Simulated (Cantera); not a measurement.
Charge: 1 mol Ti, 0.003 mol O2, 4.8 mol CO, equilibrated at 1025 K.

Equilibrium computed with Cantera from the NASA thermochemical tables; the gas is ideal and each condensed phase is pure. Candidate condensed phases: C, Ti, TiC, TiO, TiO2, Ti2O3, Ti3O5, Ti4O7; 15 gas species. Condensed phases not in the tables: Magnéli phases beyond Ti4O7. Equilibrium is a limit: real reactors are often held back by kinetics, nucleation or transport.

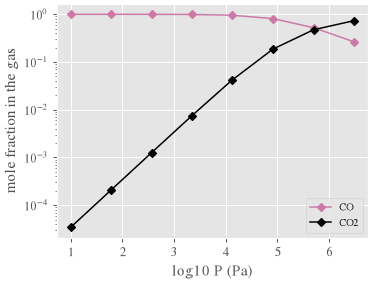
Equilibrium gas composition (values under 1e-9 drawn at 1e-9)

At 10.0 Pa the condensed part is C(graphite) + Ti4O7(s). From 61.0 Pa to 3000000 Pa the condensed part is C(graphite) + TiO2(rutile).
